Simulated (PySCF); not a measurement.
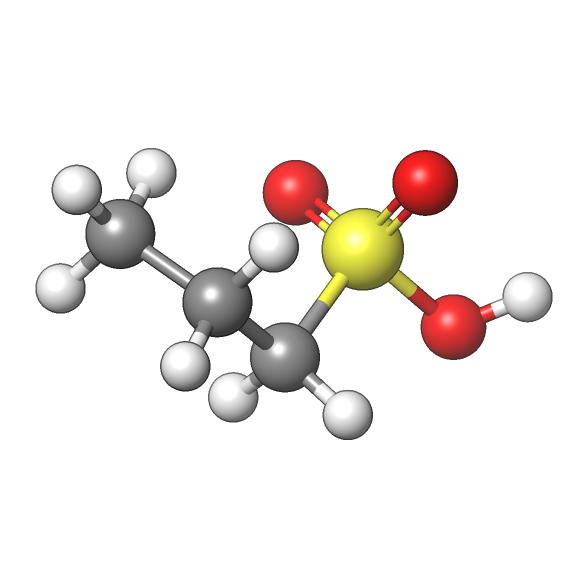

A ball-and-stick model of a molecule. Double and triple bonds are drawn as two and three sticks. Colours: carbon grey, sulfur yellow, oxygen red, hydrogen white.

Computed geometry: GFN2-xTB optimisation. No frequency run is at hand to confirm it as a minimum.

Question: Which formula does it have?

Answer: C3H8O3S, 15 atoms: 3 carbon, 8 hydrogen, 3 oxygen and 1 sulfur.

Question: Write the SMILES.

Answer: CCCS(=O)(=O)O

Question: Give the symmetry (Schoenflies symbol).

Answer: C1.

Question: Count the bonded pairs by element.

Answer: 7 C–H, 3 O–S, 2 C–C, 1 C–S, 1 O–H.

Question: Does it have rings?

Answer: It has no ring.

The parts below concern this one geometry. Atoms keep their numbers from picture to picture.

## Shape

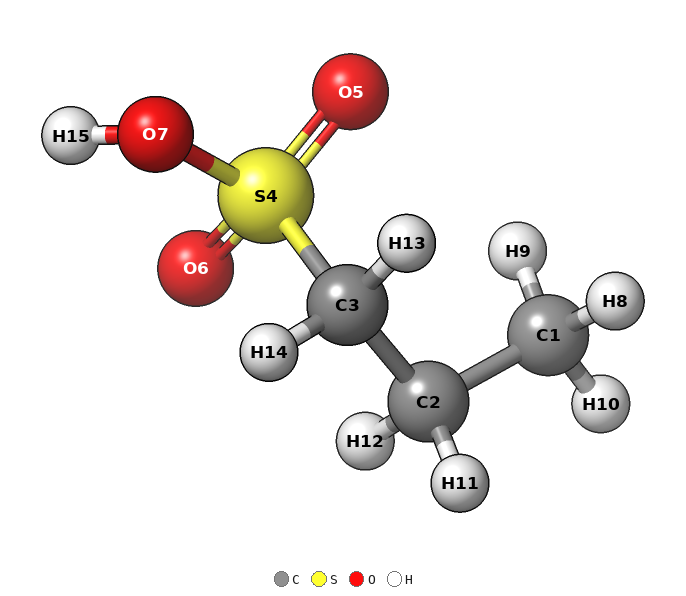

Numbered structure. No frequency run is at hand to confirm it as a minimum.

Estimate the angles C1–C2–C3, C1–C2–H11, C1–C2–H12, C2–C3–S4, C2–C3–H13, C2–C3–H14, C3–C2–H11, C3–S4–O5, C3–S4–O6, C3–S4–O7, S4–C3–H13, S4–O7–H15.

```json
{"angle": "C1–C2–C3", "degrees": "111.4"}
{"angle": "C1–C2–H11", "degrees": "109.8"}
{"angle": "C1–C2–H12", "degrees": "109.7"}
{"angle": "C2–C3–S4", "degrees": "107.9"}
{"angle": "C2–C3–H13", "degrees": "113.2"}
{"angle": "C2–C3–H14", "degrees": "112.7"}
{"angle": "C3–C2–H11", "degrees": "109.8"}
{"angle": "C3–S4–O5", "degrees": "111.7"}
{"angle": "C3–S4–O6", "degrees": "110.8"}
{"angle": "C3–S4–O7", "degrees": "99.3"}
{"angle": "S4–C3–H13", "degrees": "106.3"}
{"angle": "S4–O7–H15", "degrees": "110.1"}
```

## NMR shielding

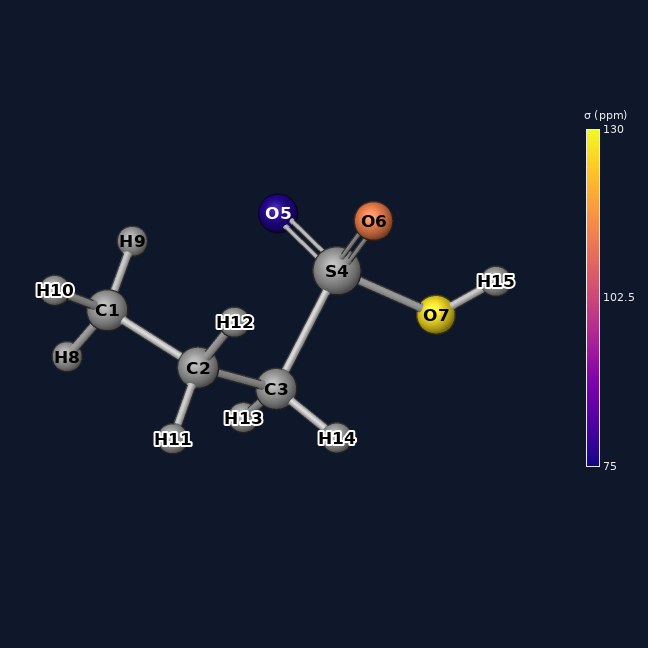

Atoms are coloured by their isotropic NMR shieldings (O only, the others grey). No frequency run is at hand to confirm it as a minimum. Properties computed with GIAO PBE0/pcSseg-1 NMR shielding, non-relativistic, gas phase (PySCF 2.14.0).

List the isotropic NMR shieldings of the O atoms.

```
atom  σ (ppm)
  O5     76.7
  O6    113.0
  O7    126.6
```

## Electronic properties

No frequency run is at hand to confirm it as a minimum. Method: PBE0/pcSseg-1, gas phase (PySCF 2.14.0).

What does the calculation give?

- dipole moment: 3.27 D
- HOMO energy (Kohn–Sham orbital): −8.82 eV
- LUMO energy (Kohn–Sham orbital): 0.91 eV
- HOMO–LUMO gap: 9.74 eV

## Bond orders

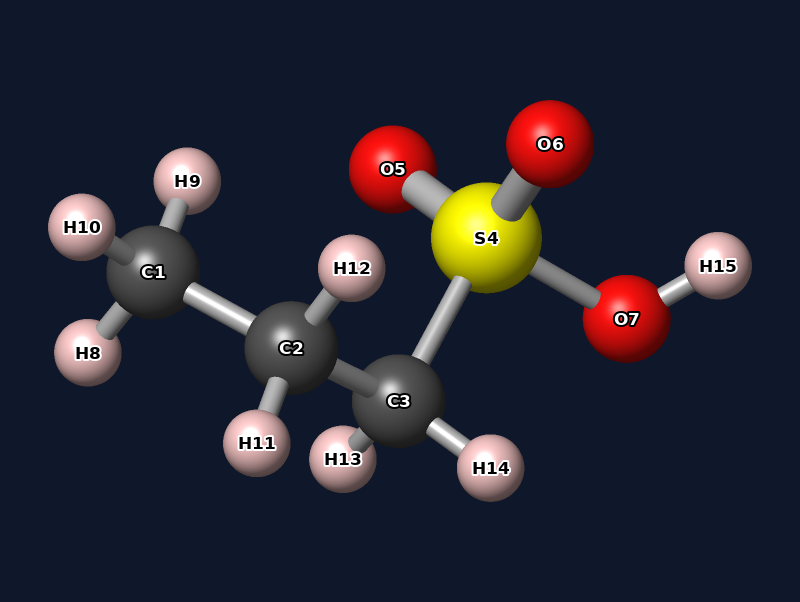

The thickness of each stick grows with its Mayer bond order. No frequency run is at hand to confirm it as a minimum. Method: PBE0/pcSseg-1 (PySCF 2.14.0).

List the Mayer bond orders of C1–C2, C1–H8, C1–H9, C1–H10, C2–C3, C2–H11, C2–H12, C3–S4, C3–H13, C3–H14, S4–O5, S4–O6, S4–O7, O7–H15.

| bond | Mayer order | length (Å) |
| --- | --- | --- |
| C1–C2 | 1.04 | 1.524 |
| C1–H8 | 0.96 | 1.088 |
| C1–H9 | 0.95 | 1.086 |
| C1–H10 | 0.97 | 1.087 |
| C2–C3 | 1.02 | 1.516 |
| C2–H11 | 0.95 | 1.093 |
| C2–H12 | 0.94 | 1.092 |
| C3–S4 | 0.90 | 1.801 |
| C3–H13 | 0.92 | 1.085 |
| C3–H14 | 0.93 | 1.085 |
| S4–O5 | 1.80 | 1.426 |
| S4–O6 | 1.75 | 1.432 |
| S4–O7 | 0.94 | 1.625 |
| O7–H15 | 0.92 | 0.959 |

## Charges

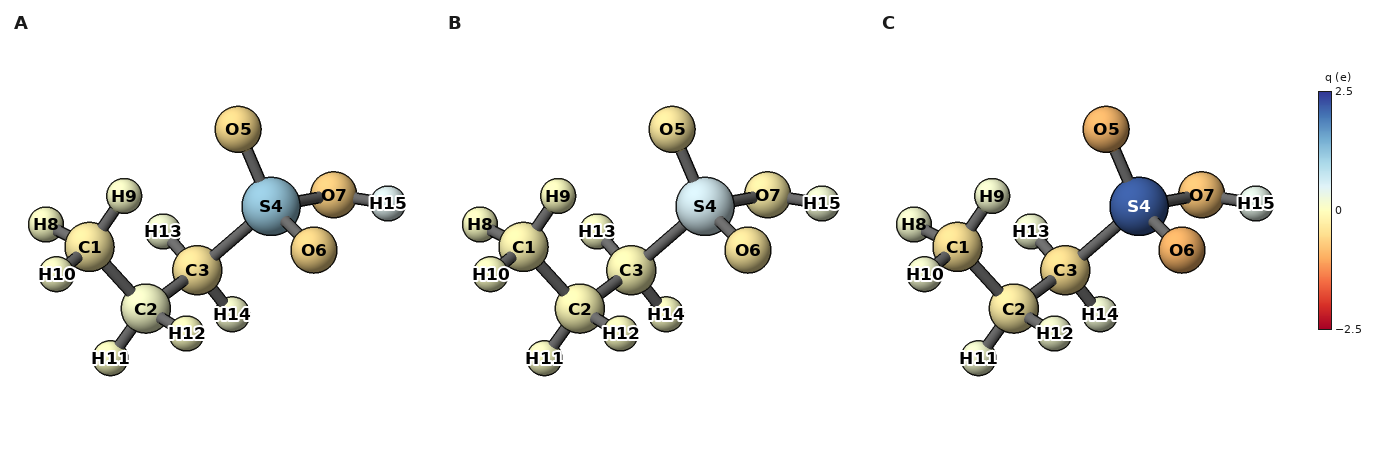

Atomic charges of one calculation by 3 schemes, on one colour scale. No frequency run is at hand to confirm it as a minimum. Method: PBE0/pcSseg-1 (PySCF 2.14.0).

Question: The schemes are ESP-fitted, Hirshfeld, IAO. Which panel shows which?

Answer: A ESP-fitted, B Hirshfeld, C IAO.

List the charges (e), one line for each set of equivalent atoms.

```csv
atom,ESP-fitted,Hirshfeld,IAO
C1,−0.27,−0.12,−0.43
C2,0.11,−0.07,−0.26
C3,−0.35,−0.07,−0.45
S4,1.14,0.57,2.14
O5,−0.50,−0.29,−0.86
O6,−0.54,−0.31,−0.88
O7,−0.63,−0.22,−0.74
H8,0.07,0.04,0.14
H9,0.09,0.03,0.15
H10,0.07,0.05,0.15
H11,0.03,0.05,0.15
H12,0.03,0.04,0.16
H13,0.17,0.06,0.17
H14,0.12,0.06,0.18
H15,0.46,0.19,0.38
```
